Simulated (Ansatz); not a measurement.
**Geometry relaxation of C3H12InN**

System: C3H12InN.
Method: RKS PBE0-D4/def2-TZVP (Ansatz 0.2.0).

The geometry: PBE-D4/def2-SVP start. Figures and captions count atoms from 1; the log counts them from 0 in places.

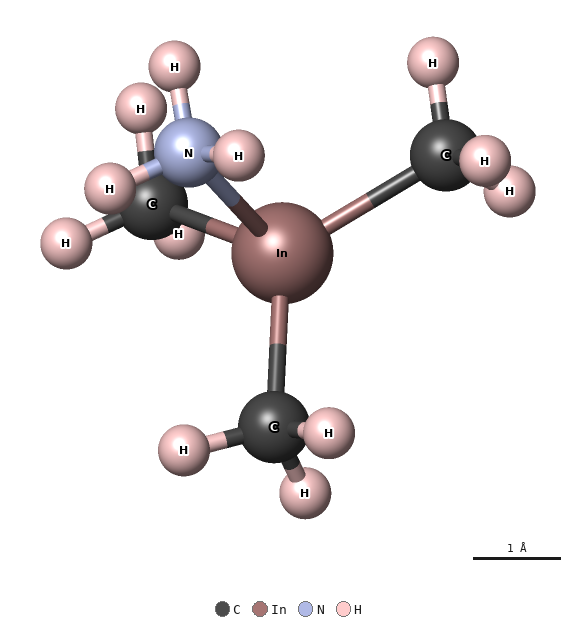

The starting structure (ball-and-stick view, seen at a tilt). Sticks mark near contacts.

Input
```yaml
crystal:
  periodic: [false, false, false]
  atoms:
    - {symbol: C, position_ang: [-1.144500, 0.924037, -1.764508]}
    - {symbol: In, position_ang: [0.203993, -0.148267, -0.388318]}
    - {symbol: C, position_ang: [2.181007, 0.717264, 0.063621]}
    - {symbol: C, position_ang: [-0.136415, -2.294050, -0.011822]}
    - {symbol: N, position_ang: [-0.878007, 0.633177, 1.673274]}
    - {symbol: H, position_ang: [-1.162572, 2.011931, -1.543316]}
    - {symbol: H, position_ang: [-0.798967, 0.804883, -2.812670]}
    - {symbol: H, position_ang: [-2.182001, 0.534233, -1.706648]}
    - {symbol: H, position_ang: [2.564332, 0.358232, 1.041810]}
    - {symbol: H, position_ang: [2.146287, 1.826339, 0.082918]}
    - {symbol: H, position_ang: [2.917739, 0.418007, -0.710855]}
    - {symbol: H, position_ang: [-1.213772, -2.507944, 0.150913]}
    - {symbol: H, position_ang: [0.432145, -2.650422, 0.872175]}
    - {symbol: H, position_ang: [0.191777, -2.893686, -0.886425]}
    - {symbol: H, position_ang: [-0.937218, 1.659398, 1.706263]}
    - {symbol: H, position_ang: [-1.837291, 0.272812, 1.760662]}
    - {symbol: H, position_ang: [-0.365738, 0.333655, 2.513228]}
basis:
  gaussian: {orbitals: def2-TZVP}
hamiltonian: {xc: pbe0, dispersion: d4}
relax: {f_tol: 0.005, max_steps: 150}
```

Hardware: 4 threads of Arm Neoverse V1, 23 GiB of memory available, shared host.

Launched with:
```bash
ansatz run in.yaml --threads 4 --pin off --events-out ev --progress --plain --max-ram 11315MiB
```

Output
```
Functional definition: PBE0
  name "PBE0"
  cite "Adamo & Barone, J. Chem. Phys. 110, 6158 (1999) doi:10.1063/1.478522"
  cite "Perdew, Burke & Ernzerhof, Phys. Rev. Lett. 77, 3865 (1996) doi:10.1103/PhysRevLett.77.3865"
  parent pbe
  parameter a = 0.25
  parameter kappa = 0.804
  parameter beta = 0.06672455060314922
  exchange = (1 - a)*pbe_x(kappa = kappa, mu = beta*pi^2/3) + a*exact_x
  correlation = pbe_c(beta = beta)
1704 factors; their error is unknown
mean field evaluation 1: about -9946.1339 eV, gradient 9.8e1 eV
mean field evaluation 2: about -9935.4652 eV, gradient 1.1e2 eV
mean field evaluation 4: about -9966.8435 eV, gradient 5.2e0 eV
mean field evaluation 8: about -9966.9000 eV, gradient 3.5e-2 eV
mean field evaluation 16: about -9966.9259 eV, gradient 1.6e-4 eV
mean field -9966.92591835 eV, -366.2777716743 hartree, gradient 1.7e-5 eV, S^2 0.000000; 0 other end points of the search recorded, 0 dependent functions left out
the calculation of the forces begins
reference -9966.92596019 eV, -366.2777732118 hartree; 29, 29 occupied and 217, 217 virtual orbitals, 1704 factors
relax step   1: F+E_penalty+E_count = -9967.19160217 eV  Δ(F+E_penalty+E_count) = +0.000e0 eV  max|allowed force component| = 6.068e-1 eV/Å  Δτ_max = 0.0000 Å  (28 SCF iters, accepted)
these checks for a lower state are left out or cut short: starts, cluster_reference, orbital_swaps, neighbouring_geometries, increment
1704 factors; their error is unknown
mean field -9966.98724356 eV, -366.2800253342 hartree, gradient 2.1e-5 eV, S^2 0.000000; 0 other end points of the search recorded, 0 dependent functions left out
[... from here on the field's lines of each further geometry are left out, up to the last ...]
relax step   2: F+E_penalty+E_count = -9967.25796465 eV  Δ(F+E_penalty+E_count) = -6.636e-2 eV  max|allowed force component| = 2.686e-1 eV/Å  Δτ_max = 0.0508 Å  (29 SCF iters, accepted)
relax step   3: F+E_penalty+E_count = -9967.26408863 eV  Δ(F+E_penalty+E_count) = -6.124e-3 eV  max|allowed force component| = 7.596e-2 eV/Å  Δτ_max = 0.0220 Å  (30 SCF iters, accepted)
relax step   4: F+E_penalty+E_count = -9967.26463231 eV  Δ(F+E_penalty+E_count) = -5.437e-4 eV  max|allowed force component| = 7.260e-2 eV/Å  Δτ_max = 0.0128 Å  (30 SCF iters, accepted)
relax step   5: F+E_penalty+E_count = -9967.26534709 eV  Δ(F+E_penalty+E_count) = -7.148e-4 eV  max|allowed force component| = 3.223e-2 eV/Å  Δτ_max = 0.0117 Å  (30 SCF iters, accepted)
relax step   6: F+E_penalty+E_count = -9967.26556113 eV  Δ(F+E_penalty+E_count) = -2.140e-4 eV  max|allowed force component| = 3.809e-3 eV/Å  Δτ_max = 0.0106 Å  (30 SCF iters, accepted)
relax step   7: F+E_penalty+E_count = -9967.26562527 eV  Δ(F+E_penalty+E_count) = -6.415e-5 eV  max|allowed force component| = 8.342e-3 eV/Å  Δτ_max = 0.0096 Å  (30 SCF iters, accepted)
relax step   8: F+E_penalty+E_count = -9967.26571065 eV  Δ(F+E_penalty+E_count) = -8.537e-5 eV  max|allowed force component| = 2.230e-2 eV/Å  Δτ_max = 0.0323 Å  (29 SCF iters, accepted)
relax step   9: F+E_penalty+E_count = -9967.26576163 eV  Δ(F+E_penalty+E_count) = -5.098e-5 eV  max|allowed force component| = 1.322e-2 eV/Å  Δτ_max = 0.0022 Å  (31 SCF iters, accepted)
relax step  10: F+E_penalty+E_count = -9967.26576070 eV  Δ(F+E_penalty+E_count) = +9.297e-7 eV  max|allowed force component| = 1.082e-2 eV/Å  Δτ_max = 0.0064 Å  (31 SCF iters, rejected (line search))
relax step  11: F+E_penalty+E_count = -9967.26579157 eV  Δ(F+E_penalty+E_count) = -2.995e-5 eV  max|allowed force component| = 2.178e-3 eV/Å  Δτ_max = 0.0031 Å  (31 SCF iters, accepted)
relax step  12: F+E_penalty+E_count = -9967.26582237 eV  Δ(F+E_penalty+E_count) = -3.079e-5 eV  max|allowed force component| = 4.581e-3 eV/Å  Δτ_max = 0.0112 Å  (30 SCF iters, accepted)
relax step  13: F+E_penalty+E_count = -9967.26584811 eV  Δ(F+E_penalty+E_count) = -2.574e-5 eV  max|allowed force component| = 1.064e-2 eV/Å  Δτ_max = 0.0181 Å  (29 SCF iters, accepted)
relax step  14: F+E_penalty+E_count = -9967.26587025 eV  Δ(F+E_penalty+E_count) = -2.214e-5 eV  max|allowed force component| = 1.004e-2 eV/Å  Δτ_max = 0.0086 Å  (29 SCF iters, accepted)
relax step  15: F+E_penalty+E_count = -9967.26590791 eV  Δ(F+E_penalty+E_count) = -3.766e-5 eV  max|allowed force component| = 3.895e-2 eV/Å  Δτ_max = 0.0373 Å  (29 SCF iters, accepted)
relax step  16: F+E_penalty+E_count = -9967.26595785 eV  Δ(F+E_penalty+E_count) = -4.994e-5 eV  max|allowed force component| = 2.927e-2 eV/Å  Δτ_max = 0.0061 Å  (30 SCF iters, accepted)
relax step  17: F+E_penalty+E_count = -9967.26605764 eV  Δ(F+E_penalty+E_count) = -9.979e-5 eV  max|allowed force component| = 1.593e-2 eV/Å  Δτ_max = 0.0253 Å  (29 SCF iters, accepted)
relax step  18: F+E_penalty+E_count = -9967.26598453 eV  Δ(F+E_penalty+E_count) = +7.311e-5 eV  max|allowed force component| = 8.607e-2 eV/Å  Δτ_max = 0.0566 Å  (29 SCF iters, rejected (line search))
relax step  19: F+E_penalty+E_count = -9967.26616681 eV  Δ(F+E_penalty+E_count) = -1.092e-4 eV  max|allowed force component| = 5.776e-3 eV/Å  Δτ_max = 0.0273 Å  (29 SCF iters, accepted)
relax step  20: F+E_penalty+E_count = -9967.26470187 eV  Δ(F+E_penalty+E_count) = +1.465e-3 eV  max|allowed force component| = 2.192e-1 eV/Å  Δτ_max = 0.0973 Å  (28 SCF iters, rejected (line search))
relax step  21: F+E_penalty+E_count = -9967.26610416 eV  Δ(F+E_penalty+E_count) = +6.264e-5 eV  max|allowed force component| = 3.062e-2 eV/Å  Δτ_max = 0.0043 Å  (31 SCF iters, rejected (line search))
the calculation of the forces begins
reference -9966.99663529 eV, -366.2803704741 hartree; 29, 29 occupied and 217, 217 virtual orbitals, 1704 factors
relax step  22: F+E_penalty+E_count = -9967.26617735 eV  Δ(F+E_penalty+E_count) = -1.054e-5 eV  max|allowed force component| = 1.585e-3 eV/Å  Δτ_max = 0.0021 Å  (31 SCF iters, accepted)
```

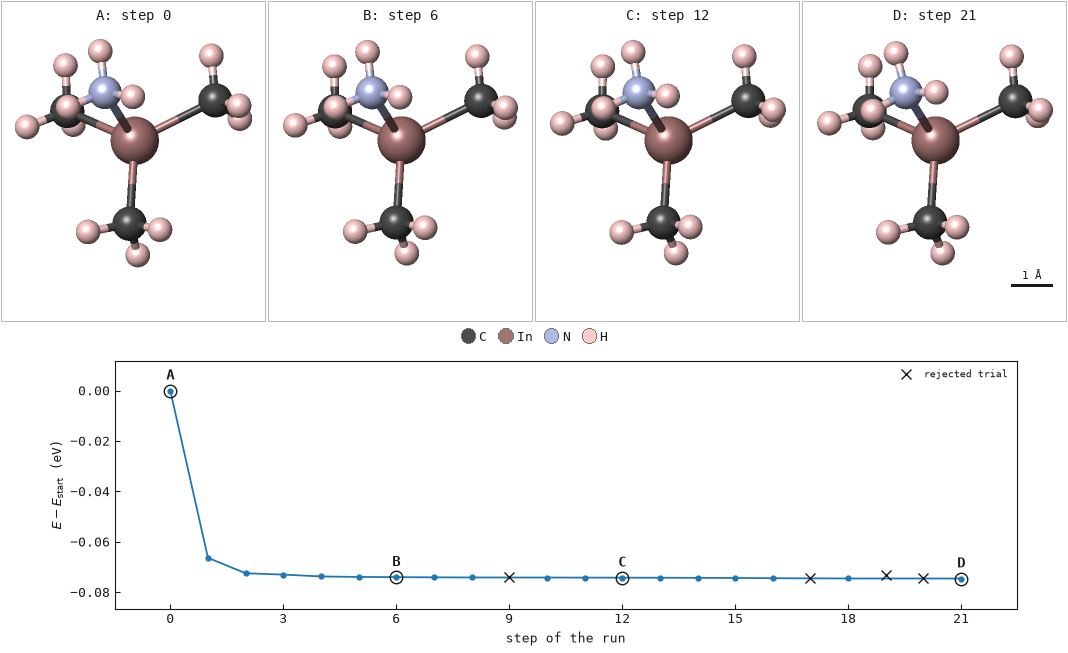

Frames of the relaxation (ball-and-stick view, seen at a tilt) above the curves, on which the letters mark them (the first geometry is step 0 here and step 1 in the log).

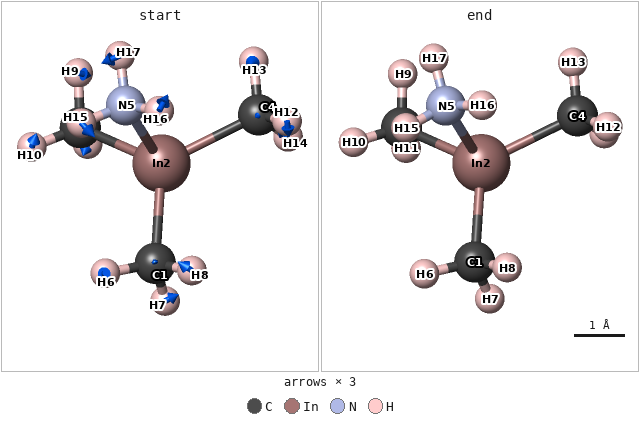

Before (left) and after (right) the relaxation, at one scale (ball-and-stick view, seen at a tilt). The blue arrows give the displacements, magnified 3 times. The largest moves after the best rigid fit, 0.15 Å, are those of H15, H16 and H17. Largest moves by element: H 0.15 Å, C 0.03 Å, In 0.01 Å, N 0.01 Å. Among the contacts that change: C1–In2 2.205 → 2.177 Å, In2–C3 2.205 → 2.177 Å, In2–N5 2.456 → 2.434 Å, C1–H6 1.110 → 1.093 Å. Over 21 geometry steps the energy falls by 0.075 eV. Largest force component: 0.61 eV/Å at the start, 0.0016 eV/Å at the end. The line search rejected the trial steps at points 9, 17, 19, 20 (counted from 0) and went back. (Atoms are counted from 1 in the order of the input.)

```
1704 factors; their error is unknown
mean field -9966.99659415 eV, -366.2803689622 hartree, gradient 2.1e-5 eV, S^2 0.000000; 1 other end points of the search recorded, 0 dependent functions left out
the calculation of the forces begins
reference -9966.99663529 eV, -366.2803704741 hartree; 29, 29 occupied and 217, 217 virtual orbitals, 1704 factors
Total energy: -9967.26621849 eV, -366.2902774738 hartree
Atom 0 at    -1.122148     0.920555    -1.742358 Å, force     0.000537    -0.000558     0.000316 eV/Å
Atom 1 at     0.197591    -0.143555    -0.375970 Å, force    -0.000232     0.000326     0.000595 eV/Å
Atom 2 at     2.157121     0.697218     0.064909 Å, force    -0.000404    -0.000240    -0.000362 eV/Å
Atom 3 at    -0.143010    -2.264469    -0.019946 Å, force     0.000129     0.000642    -0.000334 eV/Å
Atom 4 at    -0.875587     0.631507     1.667085 Å, force     0.000709    -0.000300    -0.001180 eV/Å
Atom 5 at    -1.060139     2.001961    -1.596673 Å, force     0.000370     0.000309     0.000190 eV/Å
Atom 6 at    -0.846263     0.713602    -2.779359 Å, force    -0.000111     0.000138    -0.000389 eV/Å
Atom 7 at    -2.162586     0.612229    -1.612536 Å, force    -0.000192     0.000034     0.000217 eV/Å
Atom 8 at     2.581475     0.265558     0.974913 Å, force    -0.000054    -0.000395     0.000177 eV/Å
Atom 9 at     2.107086     1.782193     0.186389 Å, force    -0.000205     0.000068     0.000195 eV/Å
Atom 10 at     2.854129     0.490901    -0.751137 Å, force     0.000393     0.000052    -0.000014 eV/Å
Atom 11 at    -1.210241    -2.494889     0.029335 Å, force    -0.000412     0.000085    -0.000163 eV/Å
Atom 12 at     0.325992    -2.592654     0.911056 Å, force    -0.000048     0.000198     0.000227 eV/Å
Atom 13 at     0.283738    -2.861476    -0.829750 Å, force    -0.000027    -0.000408    -0.000100 eV/Å
Atom 14 at    -1.055761     1.627703     1.626670 Å, force    -0.001169     0.000868    -0.000724 eV/Å
Atom 15 at    -1.760478     0.160228     1.813210 Å, force    -0.000627    -0.001585     0.000657 eV/Å
Atom 16 at    -0.290121     0.452988     2.474462 Å, force     0.001344     0.000766     0.000692 eV/Å
Dipole moment:    -0.386088     0.278810     0.734976 e Å
```

Trajectory as extended XYZ (Å, eV, eV/Å), 6 of the 22 frames kept, from step=1 to step=22
```
17
Properties=species:S:1:pos:R:3:forces:R:3 step=1 energy=-9967.19160
C    -1.1445    0.9240   -1.7645   -0.1279   0.1158  -0.1827
In    0.2040   -0.1483   -0.3883   -0.0179   0.0117   0.0440
C     2.1810    0.7173    0.0636    0.2388   0.0768   0.0202
C    -0.1364   -2.2940   -0.0118   -0.0326  -0.2509   0.0027
N    -0.8780    0.6332    1.6733   -0.2906   0.2112   0.5427
H    -1.1626    2.0119   -1.5433    0.0058  -0.5409  -0.1092
H    -0.7990    0.8049   -2.8127   -0.1827   0.0624   0.5163
H    -2.1820    0.5342   -1.7066    0.5172   0.1966  -0.0266
H     2.5643    0.3582    1.0418   -0.1927   0.1805  -0.4846
H     2.1463    1.8263    0.0829    0.0174  -0.5517  -0.0060
H     2.9177    0.4180   -0.7109   -0.3559   0.1581   0.3873
H    -1.2138   -2.5079    0.1509    0.5378   0.1061  -0.0786
H     0.4321   -2.6504    0.8722   -0.2856   0.1808  -0.4400
H     0.1918   -2.8937   -0.8864   -0.1630   0.2840   0.4418
H    -0.9372    1.6594    1.7063    0.0453  -0.6068  -0.0406
H    -1.8373    0.2728    1.7607    0.5712   0.2021  -0.0731
H    -0.3657    0.3337    2.5132   -0.2847   0.1643  -0.5135
17
Properties=species:S:1:pos:R:3:forces:R:3 step=5 energy=-9967.26535
C    -1.1280    0.9111   -1.7430   -0.0039   0.0084  -0.0123
In    0.1990   -0.1446   -0.3780   -0.0086   0.0072   0.0094
C     2.1544    0.7063    0.0595    0.0147   0.0004   0.0025
C    -0.1329   -2.2653   -0.0153   -0.0040  -0.0142  -0.0014
N    -0.8761    0.6321    1.6658   -0.0142   0.0098   0.0322
H    -1.1235    1.9872   -1.5510    0.0046   0.0014   0.0049
H    -0.8085    0.7645   -2.7778    0.0020  -0.0045  -0.0012
H    -2.1563    0.5505   -1.6633   -0.0022  -0.0054   0.0047
H     2.5497    0.3297    1.0064   -0.0026  -0.0041   0.0028
H     2.1160    1.7971    0.1109   -0.0068   0.0035  -0.0009
H     2.8718    0.4402   -0.7208   -0.0034  -0.0012  -0.0043
H    -1.1958   -2.4864    0.1117   -0.0033   0.0058  -0.0010
H     0.3998   -2.6087    0.8747    0.0039   0.0031   0.0043
H     0.2236   -2.8594   -0.8605    0.0043   0.0041  -0.0017
H    -0.9306    1.6438    1.6912    0.0080  -0.0012  -0.0153
H    -1.8197    0.2709    1.7443    0.0032  -0.0076  -0.0141
H    -0.3619    0.3308    2.4855    0.0085  -0.0057  -0.0086
17
Properties=species:S:1:pos:R:3:forces:R:3 step=9 energy=-9967.26576
C    -1.1283    0.9123   -1.7427   -0.0029   0.0067  -0.0061
In    0.1974   -0.1433   -0.3754    0.0022  -0.0015  -0.0041
C     2.1544    0.7062    0.0604    0.0084  -0.0004   0.0022
C    -0.1341   -2.2650   -0.0149   -0.0036  -0.0094  -0.0011
N    -0.8755    0.6313    1.6669    0.0026  -0.0020  -0.0051
H    -1.0889    1.9930   -1.5814   -0.0015  -0.0121  -0.0026
H    -0.8363    0.7255   -2.7796   -0.0045   0.0015   0.0130
H    -2.1642    0.5822   -1.6290    0.0090   0.0040  -0.0022
H     2.5698    0.2964    0.9850   -0.0033   0.0052  -0.0097
H     2.1055    1.7942    0.1545    0.0015  -0.0093  -0.0006
H     2.8584    0.4777   -0.7441   -0.0082   0.0037   0.0090
H    -1.2003   -2.4942    0.0639    0.0132   0.0018  -0.0006
H     0.3605   -2.5963    0.9020   -0.0054   0.0018  -0.0093
H     0.2685   -2.8606   -0.8386   -0.0044   0.0076   0.0117
H    -0.9379    1.6424    1.6825   -0.0015   0.0008   0.0018
H    -1.8146    0.2595    1.7464   -0.0008   0.0005   0.0022
H    -0.3536    0.3383    2.4844   -0.0008   0.0011   0.0015
17
Properties=species:S:1:pos:R:3:forces:R:3 step=14 energy=-9967.26587
C    -1.1269    0.9145   -1.7425   -0.0034   0.0017  -0.0041
In    0.1979   -0.1437   -0.3767   -0.0002   0.0003   0.0032
C     2.1550    0.7039    0.0615    0.0053   0.0018  -0.0008
C    -0.1364   -2.2648   -0.0161    0.0004  -0.0060  -0.0005
N    -0.8749    0.6309    1.6662   -0.0066   0.0049   0.0100
H    -1.0641    1.9966   -1.6017   -0.0004  -0.0039  -0.0008
H    -0.8556    0.7027   -2.7799   -0.0009   0.0014   0.0047
H    -2.1670    0.6070   -1.6069    0.0044   0.0014  -0.0006
H     2.5835    0.2718    0.9695   -0.0017   0.0014  -0.0034
H     2.1009    1.7885    0.1858   -0.0002  -0.0046  -0.0006
H     2.8507    0.5026   -0.7570   -0.0019   0.0009   0.0038
H    -1.2030   -2.4990    0.0301    0.0045   0.0008  -0.0003
H     0.3306   -2.5889    0.9176   -0.0021   0.0020  -0.0044
H     0.2958   -2.8624   -0.8227   -0.0028   0.0021   0.0039
H    -0.9681    1.6400    1.6672    0.0004  -0.0086  -0.0010
H    -1.8017    0.2326    1.7630    0.0081   0.0023  -0.0010
H    -0.3359    0.3673    2.4830   -0.0030   0.0021  -0.0082
17
Properties=species:S:1:pos:R:3:forces:R:3 step=18 energy=-9967.26599 accepted=F
C    -1.1208    0.9220   -1.7423   -0.0049   0.0071  -0.0118
In    0.1973   -0.1433   -0.3756   -0.0020   0.0013   0.0061
C     2.1574    0.6953    0.0659    0.0132   0.0017   0.0003
C    -0.1447   -2.2640   -0.0209   -0.0030  -0.0154  -0.0030
N    -0.8759    0.6318    1.6679   -0.0310   0.0229   0.0601
H    -1.0611    2.0036   -1.5938   -0.0001  -0.0118  -0.0010
H    -0.8409    0.7184   -2.7794   -0.0052   0.0029   0.0122
H    -2.1615    0.6117   -1.6169    0.0105   0.0025  -0.0009
H     2.5800    0.2656    0.9781   -0.0053   0.0036  -0.0094
H     2.1099    1.7811    0.1837   -0.0001  -0.0094  -0.0014
H     2.8551    0.4843   -0.7488   -0.0061   0.0040   0.0095
H    -1.2124   -2.4935    0.0318    0.0123   0.0033  -0.0008
H     0.3274   -2.5952    0.9078   -0.0044   0.0047  -0.0099
H     0.2782   -2.8601   -0.8341   -0.0055   0.0061   0.0120
H    -1.0804    1.6248    1.6159    0.0134  -0.0861   0.0108
H    -1.7495    0.1401    1.8279    0.0747   0.0453  -0.0069
H    -0.2775    0.4771    2.4732   -0.0565   0.0173  -0.0659
17
Properties=species:S:1:pos:R:3:forces:R:3 step=22 energy=-9967.26618
C    -1.1221    0.9206   -1.7424    0.0005  -0.0006   0.0003
In    0.1976   -0.1436   -0.3760   -0.0002   0.0003   0.0006
C     2.1571    0.6972    0.0649   -0.0004  -0.0002  -0.0004
C    -0.1430   -2.2645   -0.0199    0.0001   0.0006  -0.0003
N    -0.8756    0.6315    1.6671    0.0007  -0.0003  -0.0012
H    -1.0601    2.0020   -1.5967    0.0004   0.0003   0.0002
H    -0.8463    0.7136   -2.7794   -0.0001   0.0001  -0.0004
H    -2.1626    0.6122   -1.6125   -0.0002   0.0000   0.0002
H     2.5815    0.2656    0.9749   -0.0001  -0.0004   0.0002
H     2.1071    1.7822    0.1864   -0.0002   0.0001   0.0002
H     2.8541    0.4909   -0.7511    0.0004   0.0001   0.0000
H    -1.2102   -2.4949    0.0293   -0.0004   0.0001  -0.0002
H     0.3260   -2.5927    0.9111    0.0000   0.0002   0.0002
H     0.2837   -2.8615   -0.8297    0.0000  -0.0004  -0.0001
H    -1.0558    1.6277    1.6267   -0.0012   0.0009  -0.0007
H    -1.7605    0.1602    1.8132   -0.0006  -0.0016   0.0007
H    -0.2901    0.4530    2.4745    0.0013   0.0008   0.0007
```

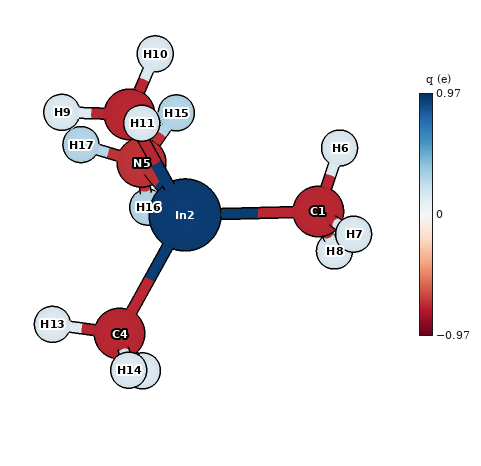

Mulliken charges, as the colour of each atom (ball-and-stick view, seen at a tilt; atoms are numbered from 1 in the order of the input; Mulliken charges depend strongly on the basis). By element: C −0.73, In +0.92, N −0.70 and H +0.12 to +0.27 e.

Key numbers

| quantity | value |
| --- | --- |
| outcome | converged |
| total energy | −9967.2662 eV |
| mean-field energy | −9966.9966 eV |
| dispersion energy | −0.2696 eV |
| SCF solution under orbital rotations | stable |
| largest force (length of the vector) at the end | 0.002 eV/Å |
| dipole moment | 4.21 D |
| wall time | 2.3 min (CPU time 8.8 min) |
| peak memory | 0.82 GiB |
